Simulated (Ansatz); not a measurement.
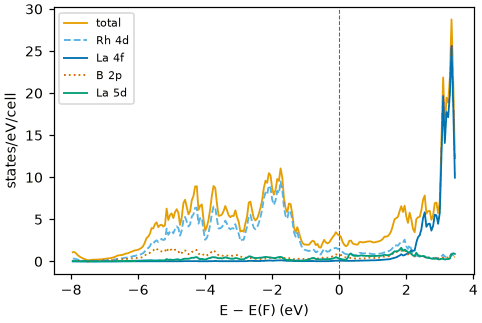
Figure. Total and projected density of states of LaB2Rh3 in space group P6/mmm (No. 191; Rh on 3g, La on 1a, B on 2c), plane-wave PAW r²SCAN (Ansatz code)

Question: Which orbitals carry the states next to the Fermi level?

Answer: Within 0.5 eV of the Fermi level: Rh 4d 48 %, B 2p 22 %, La 5d 17 %. Projections are on Löwdin-orthogonalised atomic valence shells; empty p or d shells of many metals are not among them.

Question: Where is the tallest occupied peak in this window, and what makes it?

Answer: Near -1.8 eV, about 11 states/eV per cell; the largest projected share is Rh 4d.

The workflow started from an entry of the Crystallography Open Database (COD). Whether it is the stable phase at ambient conditions was not checked. Symmetry was held in the r²SCAN relaxation; whether a distortion lowers the energy is not shown. The run is not spin-polarised. Scalar-relativistic: spin–orbit coupling is off unless named, which matters more the heavier the elements.

Potentials: the later of the program's two PAW sets.
